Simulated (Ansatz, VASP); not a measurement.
# Cross-check of La2TeS between VASP and Ansatz

Aim: how closely do two programs agree when they are given the same cell, functional and k mesh? The cell is invented: Sites of the LaTe structure (space group 225) filled with other elements, volume scaled by an estimate. It may not be a known or stable phase.

Program: Ansatz 0.2.0. Level of theory: plane waves, with VASP 6.6.1 beside it; relaxation of cell and atoms at PBE. Results are calculated unless marked as measured.

### 1. The starting structure

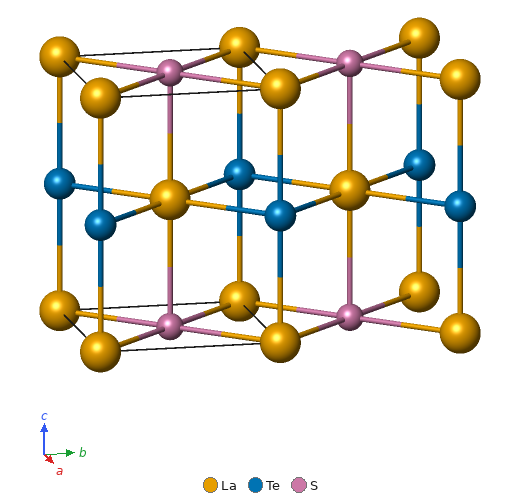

Start, viewed slightly off an axis; lanthanum orange, tellurium blue, sulfur pink. 1×2×1 cells are drawn. Some periodic images of atoms are drawn too.

As a file:

```cif
data_structure
_symmetry_space_group_name_H-M 'P 1'
_symmetry_Int_Tables_number 1
_cell_length_a 4.4187
_cell_length_b 4.4187
_cell_length_c 6.2490
_cell_angle_alpha 90.000
_cell_angle_beta 90.000
_cell_angle_gamma 90.000
_cell_volume 122.01
loop_
_atom_site_label
_atom_site_type_symbol
_atom_site_fract_x
_atom_site_fract_y
_atom_site_fract_z
_atom_site_occupancy
La1 La 0.50000 0.50000 0.50000 1
La2 La 0.00000 0.00000 0.00000 1
Te3 Te 0.00000 0.00000 0.50000 1
S4 S 0.50000 0.50000 0.00000 1
```

### 2. Ansatz: relaxation of cell and atoms, PBE

Ansatz runs on its default PAW (the set named soft_2) files.

The relaxed volume is the usual yardstick between codes: its relative difference is about their pressure difference at one cell divided by the bulk modulus.

File input.yaml:

```yaml
crystal:
  lattice:
    - [4.418739, 0.0, 0.0]
    - [0.0, 4.418739, 0.0]
    - [0.0, 0.0, 6.24904]
  atoms:
    - { symbol: La, position: [0.5, 0.5, 0.5] }
    - { symbol: La, position: [0.0, 0.0, 0.0] }
    - { symbol: Te, position: [0.0, 0.0, 0.5] }
    - { symbol: S, position: [0.5, 0.5, 0.0] }
hamiltonian:
  xc: pbe
  pseudopotentials: { kind: paw }
kpoints:
  mp_grid: { grid: [3, 3, 3] }
scf:
  occupations: { method: gaussian, width: 0.05 }
relax:
  f_tol: 0.01
  max_steps: 60
  cell: { stress_tol: 0.05 }
output:
  forces: true
  stress: true
```

Run with:

```console
> ansatz run input.yaml --threads 4 --pin off --max-ram 9216MiB --backend cpu --events-out ev --progress --plain --runs-dir out
```

Numbers of over 12 decimals in the logs are rounded to 6 here.

What it wrote:

```text
Engine: ansatz 0.2.0, x86_64-unknown-linux-gnu
Pseudopotentials: kind: paw
Pseudopotential: La, paw, valence charge 11, recommended cutoff 420 eV (normal), La.paw.azcp
Pseudopotential: Te, paw, valence charge 16, recommended cutoff 420 eV (normal), Te.paw.azcp
Pseudopotential: S, paw, valence charge 6, recommended cutoff 420 eV (normal), S.paw.azcp
Functional definition: PBE
  parameter kappa = 0.804
  parameter beta = 0.066725
  exchange = pbe_x(kappa = kappa, mu = beta*pi^2/3)
  correlation = pbe_c(beta = beta)
Crystal: 4 atoms, lattice volume = 122.014 Å³
Basis set: ecut = 420 eV, 2429 PW (Γ), exchange–correlation on 60×60×90 points (8 copies of the dense FFT grid, shifted against one another)
Bands: 27, of which v1, the nominal top of the filled ones, is band 22 counted from 1 (21 counted from 0)
Symmetry: 16 space group operations
Space group: P4/mmm (ITA 123), of the structure as read, at distance tolerance 5.0e-5 Å
k-points: 6 of 27
Non-local potential: La, projectors of the file, l = 0: 3, l = 1: 2, l = 2: 2, l = 3: 3
Non-local potential: Te, projectors of the file, l = 0: 2, l = 1: 2, l = 2: 2, l = 3: 2
Non-local potential: S, projectors of the file, l = 0: 2, l = 1: 2, l = 2: 2
PAW form: soft (Blöchl's): semilocal exchange-correlation on the pseudo side does not see the compensation charge
PAW one-centre angular grid: La, 590 points (default); XC on 64 Gauss nodes
PAW one-centre angular grid: Te, 590 points (default); XC on 64 Gauss nodes
PAW one-centre angular grid: S, 110 points (default); XC on 64 Gauss nodes
Initial density: superposition of atomic densities (neutral atoms: chi_scale 0, normalization atom), corrected by the library's trained network
Initial wavefunctions: pseudopotential atomic-orbital guess
Functional: x = pbe(κ = 0.804, μ = 0.219515), c = pbe(β = 0.066725)
SCF iter   1: F=—  HF=-20389.088490 eV  |F-HF|=—  |Δ(HF+E_count)|=         —  Δρ=2.65e-3  dr2=1.02e-2  ethr=1.77e-3  ⟨swp⟩=7.5  Hψ=779  notcnv=0
preconditioner: auto → Kerker (q_TF=auto, 2.302 Å⁻¹)  [metal: Δε(μ)=0.055 eV  Ē_g=11.021 eV  σ=0.050 eV  W_gap=0.46  n_scr=28 (ndim 8)  ℏωp=18.4 eV  f_vac=0.000  D(μ)=6.32/eV (n_scr^D=58)]
SCF iter   2: F=—  HF=-20389.083686 eV  |F-HF|=—  |Δ(HF+E_count)|=   4.80e-3  Δρ=1.43e-3  dr2=3.67e-3  ethr=2.32e-5  ⟨swp⟩=3.0  Hψ=372  notcnv=0  defer=1
SCF iter   3: F=—  HF=-20389.083073 eV  |F-HF|=—  |Δ(HF+E_count)|=   6.13e-4  Δρ=4.39e-4  dr2=3.39e-4  ethr=8.34e-6  ⟨swp⟩=3.2  Hψ=318  notcnv=0  defer=1
SCF iter   4: F=—  HF=-20389.082973 eV  |F-HF|=—  |Δ(HF+E_count)|=   1.00e-4  Δρ=2.15e-4  dr2=1.12e-4  ethr=7.71e-7  ⟨swp⟩=2.0  Hψ=251  notcnv=0  defer=1
SCF iter   5: F=—  HF=-20389.082955 eV  |F-HF|=—  |Δ(HF+E_count)|=   1.87e-5  Δρ=6.45e-5  dr2=9.17e-6  ethr=2.54e-7  ⟨swp⟩=2.0  Hψ=294  notcnv=0  defer=1
SCF iter   6: F=—  HF=-20389.083090 eV  |F-HF|=—  |Δ(HF+E_count)|=   1.36e-4  Δρ=2.28e-5  dr2=1.12e-6  ethr=2.08e-8  ⟨swp⟩=2.0  Hψ=300  notcnv=0  defer=1
SCF iter   7: F=—  HF=-20389.083090 eV  |F-HF|=—  |Δ(HF+E_count)|=   7.39e-8  Δρ=7.95e-6  dr2=1.81e-7  ethr=2.55e-9  ⟨swp⟩=2.7  Hψ=273  notcnv=0  defer=1
SCF iter   8: F=-20389.083090 eV  HF=-20389.083090 eV  |F-HF|=1.43e-9  |Δ(HF+E_count)|=   2.53e-8  Δρ=2.90e-6  dr2=1.50e-8  ethr=2.27e-10  ⟨swp⟩=5.2  Hψ=631  notcnv=0
SCF 1 converged in 8 iterations: F = -20389.083090 eV  dr2 = 1.50e-8
  greatest PAW one-centre occupation: 0.998 electrons in one spin orbital (limit 2), on the Te atom at site 2 (counted from 0), in its partial waves of l = 2
relax step   1: F+E_penalty+E_count = -20389.08309017 eV  Δ(F+E_penalty+E_count) = +0.000e0 eV  max|allowed force component| = 2.169e-30 eV/Å  Δτ_max = 0.0000 Å  P = -0.430 GPa  Ω = 122.014 Å³  (8 SCF iters, dr2 threshold 1.00e-7 eV, accepted)
[...]
relax step   2: F+E_penalty+E_count = -20389.08614513 eV  Δ(F+E_penalty+E_count) = -3.055e-3 eV  max|allowed force component| = 2.367e-30 eV/Å  Δτ_max = 0.0000 Å  P = +0.419 GPa  Ω = 120.368 Å³  energy of the carried Pulay correction = +9.880e-5 eV  (6 SCF iters, dr2 threshold 4.00e-7 eV, accepted)
[...]
relax step   3: F+E_penalty+E_count = -20389.08712845 eV  Δ(F+E_penalty+E_count) = -9.833e-4 eV  max|allowed force component| = 1.726e-30 eV/Å  Δτ_max = 0.0000 Å  P = -0.003 GPa  Ω = 121.160 Å³  energy of the carried Pulay correction = +5.132e-5 eV  (5 SCF iters, dr2 threshold 4.00e-7 eV, accepted)
[...]
relax step   4: F+E_penalty+E_count = -20389.08706090 eV  Δ(F+E_penalty+E_count) = +6.755e-5 eV  max|allowed force component| = 5.423e-31 eV/Å  Δτ_max = 0.0000 Å  P = -0.002 GPa  Ω = 121.160 Å³  stress off target by 4.16e-2 GPa  SCF on the basis re-selected at this cell (its energy is not comparable with the rows above)  (6 SCF iters)
basis re-selected at this cell: Δ(F+E_penalty+E_count) = +6.755e-5 eV, ΔP = +0.000 GPa vs the last step (what re-selecting the basis moved, of the pressure what is left beyond the Pulay correction that the steps carried, after the strain that the cell walked since its last selection, with what the two solves' SCF thresholds leave and, on support functions, any second-order correction that the steps lacked; it is no m [...]
SCF converged after 6 iterations
Free energy (F): -20389.087061 eV
Harris-Foulkes:  -20389.087061 eV  (|F-HF|=0.00e0)
Internal energy: -20389.076633 eV  (E = F + TS)
E sigma→0 (E₀):  -20389.081847 eV
Entropy (-TS):   -0.010428 eV (-2.607 meV/atom)
Fermi energy:    11.346469 eV
--- Per-component energies (eV) ---
  E_band       = -321.301238
  E_kinetic    = 671.644193
  E_local      = -2244.408264  (includes V_loc(G=0)·N_el)
  E_nonlocal   = -87.686484
  E_hartree    = 1171.242593
  E_xc         = -500.679475
  E_vxc        = -487.718980  (∫ρ·V_xc dr)
  E_paw        = -16098.351007  (= ΣΔE_a)
  E_vpaw       = -515.616645  (= ΣTr[D̂ρ^β])
  E_aug_tail   = -0.000183  (compensation charges beyond the density's cutoff)
  E_ewald      = -3300.838006
  E_smearing   = -0.010428  (= −TS)
  E_closure    = -0.000000  (closes the sum)
  Σ components = -20389.087061   (vs F -20389.087061, Δ=0.00e0)
--- Forces (eV/Å), atoms counted from 1 ---
  atom   1  La     0.00000000     0.00000000     0.00000000
  atom   2  La     0.00000000     0.00000000     0.00000000
  atom   3  Te    -0.00000000     0.00000000     0.00000000
  atom   4  S      0.00000000     0.00000000     0.00000000
  max |Σ_I F_I| component: 3.94e-31 eV/Å
--- Stress (GPa, compression-positive) ---
       -0.024345       0.000000       0.000000
        0.000000      -0.024345       0.000000
        0.000000       0.000000       0.041589
  P = ⅓ Tr σ = -0.0024 GPa (-0.024 kbar)
--- Relaxed structure (3 steps of the walk, 3 accepted, 1 SCFs on fresh bases) ---
  F+E_penalty+E_count = -20389.08706090 eV   max|allowed force component| = 5.423e-31 eV/Å   (the final SCF, on the basis selected at the relaxed cell)
  cell:  # Å, volume = 121.1600 Å³
    - [4.394329, 0, 0.0]
    - [0, 4.394329, 0.0]
    - [0.0, 0.0, 6.274426]
  atoms:
    - { symbol: La, position: [0.5, 0.5, 0.500000] }
    - { symbol: La, position: [0, 0, 0.0] }
    - { symbol: Te, position: [0, 0, 0.500000] }
    - { symbol: S, position: [0.5, 0.5, 0.0] }
```

Wall time 2 s (4 threads of Intel Xeon Platinum 8375C at 2.90GHz (Ice Lake), shared host); peak memory 0.52 GiB; 6.4 s of CPU time.

### 3. VASP: relaxation of cell and atoms, PBE

The same cell, functional, mesh and smearing now go to VASP, with its own data sets and cutoff.

Lines of VASP's logs that name or quote its potential files are left out, and so is its time.

File INCAR:

```
SYSTEM = La2TeS
PREC = Accurate
ENCUT = 350
EDIFF = 1E-06
NELM = 120
ISMEAR = 0
SIGMA = 0.05
LREAL = .FALSE.
ALGO = Normal
GGA = PE
NBANDS = 23
LORBIT = 11
LWAVE = .FALSE.
LCHARG = .FALSE.
IBRION = 2
NSW = 40
ISIF = 3
EDIFFG = -0.02
POTIM = 0.4
```

File POSCAR:

```
La2TeS
1.0
    4.4187390000      0.0000000000      0.0000000000
    0.0000000000      4.4187390000      0.0000000000
    0.0000000000      0.0000000000      6.2490400000
La Te S
2 1 1
Direct
    0.5000000000      0.5000000000      0.5000000000
    0.0000000000      0.0000000000      0.0000000000
    0.0000000000      0.0000000000      0.5000000000
    0.5000000000      0.5000000000      0.0000000000
```

File KPOINTS:

```
Automatic mesh
0
Gamma
3 3 3
0 0 0
```

Potentials, in the order of the species: La, Te and S (PBE family, release 64).

Run with:

```console
> export OMP_NUM_THREADS=5
> mpirun -np 1 vasp_std
```

What it wrote:

```text
[banner, memory and clock lines left out]
running    1 mpi-ranks, on    1 nodes
 distrk:  each k-point on    1 cores,    1 groups
 distr:  one band on    1 cores,    1 groups
 Offloading initialized ...    1 GPUs detected
 POSCAR found type information on POSCAR LaTeS
 POSCAR found :  3 types and       4 ions
 LDA part: xc-table for (Slater+PW92), standard interpolation
 POSCAR, INCAR and KPOINTS ok, starting setup
 FFT: planning ... GRIDC
 FFT: planning ... GRID_SOFT
 FFT: planning ... GRID
 WAVECAR not read
 entering main loop
       N       E                     dE             d eps       ncg     rms          rms(c)
DAV:   1     0.327345891903E+03    0.32735E+03   -0.94674E+03   276   0.138E+03
DAV:   2     0.304392779682E+02   -0.29691E+03   -0.29033E+03   420   0.296E+02
DAV:   3    -0.195815578923E+02   -0.50021E+02   -0.49224E+02   438   0.154E+02
DAV:   4    -0.236103612269E+02   -0.40288E+01   -0.40096E+01   496   0.394E+01
DAV:   5    -0.240505261317E+02   -0.44016E+00   -0.43653E+00   448   0.134E+01    0.578E+00
DAV:   6    -0.238837796024E+02    0.16675E+00   -0.13973E+00   488   0.723E+00    0.374E+00
DAV:   7    -0.238998187703E+02   -0.16039E-01   -0.43353E-01   456   0.441E+00    0.173E+00
DAV:   8    -0.239019492040E+02   -0.21304E-02   -0.71537E-02   512   0.225E+00    0.440E-01
DAV:   9    -0.239024123195E+02   -0.46312E-03   -0.93809E-03   432   0.674E-01    0.205E-01
DAV:  10    -0.239024497843E+02   -0.37465E-04   -0.17541E-03   520   0.342E-01    0.930E-02
DAV:  11    -0.239024910662E+02   -0.41282E-04   -0.46136E-04   448   0.156E-01    0.294E-02
DAV:  12    -0.239024818309E+02    0.92353E-05   -0.99838E-05   528   0.753E-02    0.173E-02
DAV:  13    -0.239024835278E+02   -0.16968E-05   -0.13520E-05   352   0.190E-02    0.582E-03
DAV:  14    -0.239024834463E+02    0.81481E-07   -0.37155E-06   320   0.147E-02
   1 F= -.23902483E+02 E0= -.23897970E+02  d E =-.239025E+02
[...]
2 F= -.23907296E+02 E0= -.23902552E+02  d E =-.481217E-02
[...]
3 F= -.23907333E+02 E0= -.23902627E+02  d E =-.484988E-02
 curvature:  -0.45 expect dE=-0.343E-03 dE for cont linesearch -0.479E-06
 trial: gam= 0.08528 g(F)=  0.000E+00 g(S)=  0.758E-03 ort =-0.103E-03 (trialstep = 0.985E+00)
 search vector abs. value=  0.814E-03
 bond charge predicted
       N       E                     dE             d eps       ncg     rms          rms(c)
DAV:   1    -0.239110300985E+02   -0.36964E-02   -0.10708E-01   496   0.457E+00    0.276E-01
DAV:   2    -0.239081638378E+02    0.28663E-02   -0.72838E-03   480   0.822E-01    0.994E-02
DAV:   3    -0.239077136278E+02    0.45021E-03   -0.13230E-03   496   0.341E-01    0.383E-02
DAV:   4    -0.239076806543E+02    0.32973E-04   -0.13737E-04   512   0.880E-02    0.270E-02
DAV:   5    -0.239076742494E+02    0.64050E-05   -0.12858E-05   480   0.273E-02    0.982E-03
DAV:   6    -0.239076725248E+02    0.17246E-05   -0.23741E-06   272   0.158E-02    0.208E-03
DAV:   7    -0.239076725310E+02   -0.61918E-08   -0.65730E-07   264   0.161E-02
   4 F= -.23907673E+02 E0= -.23902654E+02  d E =-.339201E-03
 trial-energy change:   -0.000339  1 .order   -0.000349   -0.000738    0.000039
 step:   0.9311(harm=  0.9350)  dis= 0.00000  next Energy=   -23.907674 (dE=-0.340E-03)
 reached required accuracy - stopping structural energy minimisation
```

OUTCAR, selected parts (step 3):

```text
ion  position               nearest neighbor table
   1  0.500  0.500  0.500-   4 3.12   4 3.12   3 3.12   3 3.12   3 3.12   3 3.12
   2  0.000  0.000  0.000-   3 3.12   3 3.12   4 3.12   4 3.12   4 3.12   4 3.12
   3  0.000  0.000  0.500-   2 3.12   2 3.12   1 3.12   1 3.12   1 3.12   1 3.12
   4  0.500  0.500  0.000-   1 3.12   1 3.12   2 3.12   2 3.12   2 3.12   2 3.12

  LATTYP: Found a simple tetragonal cell.
 ALAT       =     4.4187390000
 C/A-ratio  =     1.4142134215

 Subroutine GETGRP returns: Found 16 space group operations
 (whereof 16 operations were pure point group operations)

The static configuration has the point symmetry D_4h.

 Found      6 irreducible k-points:

   k-points           NKPTS =      6   k-points in BZ     NKDIM =      6   number of bands    NBANDS=     23

   dimension x,y,z NGX =    28 NGY =   28 NGZ =   40
   dimension x,y,z NGXF=    56 NGYF=   56 NGZF=   80

   ENCUT  =  350.0 eV  25.72 Ry    5.07 a.u.   6.74  6.74  9.53*2*pi/ulx,y,z

   NELECT =      34.0000    total number of electrons

 k-points in reciprocal lattice and weights: Automatic mesh
   0.00000000  0.00000000  0.00000000       0.037
   0.33333333  0.00000000  0.00000000       0.148
   0.33333333  0.33333333  0.00000000       0.148
   0.00000000  0.00000000  0.33333333       0.074
   0.33333333  0.00000000  0.33333333       0.296
   0.33333333  0.33333333  0.33333333       0.296

 average (electrostatic) potential at core
       1 -96.4455       2 -96.6374       3 -86.8717       4 -83.9793

 E-fermi :   8.4594

 k-point     1 :       0.0000    0.0000    0.0000
  band No.  band energies     occupation
    ...
     16       5.7451      2.00000
     17       6.5779      2.00000
     18       8.3793      1.97654
     19       8.4094      1.84290
     20       8.4094      1.84290
     21       9.0821      0.00000
     22       9.1057      0.00000
     23       9.3761      0.00000

 k-point     2 :       0.3333    0.0000    0.0000
  band No.  band energies     occupation
    ...
     13       4.4114      2.00000
     14       4.4646      2.00000
     15       4.5624      2.00000
     16       5.0465      2.00000
     17       8.4578      1.03624
     18       8.4961      0.29900
     19       8.8710      0.00000
     20       9.3484      0.00000
     21       9.3662      0.00000
     22       9.4134      0.00000
    ...

 k-point     3 :       0.3333    0.3333    0.0000
  band No.  band energies     occupation
    ...
     14       4.7765      2.00000
     15       5.2548      2.00000
     16       5.2671      2.00000
     17       6.9522      2.00000
     18       7.8678      2.00000
     19       9.3230      0.00000
     20       9.5222      0.00000
     21       9.5484      0.00000
     22       9.6004      0.00000
     23       9.6385      0.00000

  Total        0.0234905      0.0234905     -0.0096946      0.0000000      0.0000000      0.0000000
  in kB        0.3113873      0.3113873     -0.1285108      0.0000000      0.0000000      0.0000000
  external PRESSURE =       0.1647546 kB  Pullay stress =       0.0000000 kB

  energy-cutoff  :      350.00
  volume of cell :      120.87
      direct lattice vectors                 reciprocal lattice vectors
     4.389315050  0.000000000  0.000000000     0.227825979  0.000000000 -0.000000000
     0.000000000  4.389315050  0.000000000     0.000000000  0.227825979 -0.000000000
     0.000000000  0.000000000  6.273475849     0.000000000 -0.000000000  0.159401267

 POSITION                                       TOTAL-FORCE (eV/Angst)
 -----------------------------------------------------------------------------------
      2.19466      2.19466      3.13674         0.000000      0.000000      0.000000
      0.00000      0.00000      0.00000        -0.000000      0.000000      0.000000
      0.00000      0.00000      3.13674        -0.000000      0.000000      0.000000
      2.19466      2.19466      0.00000        -0.000000      0.000000      0.000000
 -----------------------------------------------------------------------------------
    total drift:                                0.000000      0.000000      0.000000

  FREE ENERGIE OF THE ION-ELECTRON SYSTEM (eV)
  ---------------------------------------------------
  free  energy   TOTEN  =       -23.9076725310 eV

  energy  without entropy=      -23.8976347216  energy(sigma->0) =      -23.90265363

 reached required accuracy - stopping structural energy minimisation

 total charge
# of ion       s       p       d       f       tot
--------------------------------------------------
    1        2.004   5.642   0.748   0.174   8.569
    2        1.998   5.642   0.677   0.169   8.486
    3        1.343   2.180   0.048   0.000   3.571
    4        1.319   2.373   0.000   0.000   3.692
--------------------------------------------------
tot          6.663  15.838   1.473   0.343  24.318

[... 3 further parts left out ...]
```

CONTCAR:

```
La2TeS
    1.000000000000000
     4.3893150496400111    0.0000000000000000    0.0000000000000000
     0.0000000000000000    4.3893150496400111    0.0000000000000000
     0.0000000000000000    0.0000000000000000    6.2734758486488511
  La              Te              S
     2     1     1
Direct
     0.5000000000000000    0.5000000000000000    0.5000000000000000
     0.0000000000000000    0.0000000000000000    0.0000000000000000
     0.0000000000000000    0.0000000000000000    0.5000000000000000
     0.5000000000000000    0.5000000000000000    0.0000000000000000
```

### 4. Differences

Known differences besides the PAW data sets themselves: both relaxations stop at a tolerance, which leaves soft axes loose, and VASP keeps its plane-wave basis; the data sets hold 44 valence electrons in Ansatz (default PAW (the set named soft_2) files) and 34 in VASP; the cutoff is 420 eV in Ansatz and 350 eV in VASP; VASP leaves aspherical gradient terms in its spheres out (LASPH is not set), Ansatz keeps them; Ansatz adds a Pulay correction to the stress that steers its cell, VASP none. Total energies have different zeros and are not compared.

Both answers:

| quantity | Ansatz | VASP | difference |
| --- | --- | --- | --- |
| volume (Å³) | 121.16 | 120.87 | +0.24 % |
| edge a after relaxation, in the typed setting (Å) | 4.394 | 4.389 | +0.11 % |
| edge c after relaxation, in the typed setting (Å) | 6.274 | 6.274 | +0.01 % |

The walks stopped with 0.00 GPa left in Ansatz and 0.02 GPa in VASP; each walk ends within a tolerance, so the volume difference is uncertain by about these residues over the bulk modulus, most in soft cells.

### 5. Outcome

```yaml
difference_in_volume_relaxation_of_cell_and_atoms_pbe: 0.24 %
```

The difference in volume is 0.24 % (relaxation of cell and atoms, PBE), within the 1.2 % picked in this series as the mark of a large difference, as far as the stopping tolerances let one tell. Differences of this kind measure data sets and numerical settings, not the functional's error against experiment.

[Lines on the potential files, build, host, timing and source positions are cut from VASP's logs without a mark.]

[Logs are printed without paths, hosts, clocks, repeated set-up lines and the standing remarks that a program may print on its own settings, such as how far it seeks lower states.]

[Hosts, paths, dates, database ids (printed as entryN), source tags and the programs' standing remarks are cut or masked in the printed files.]
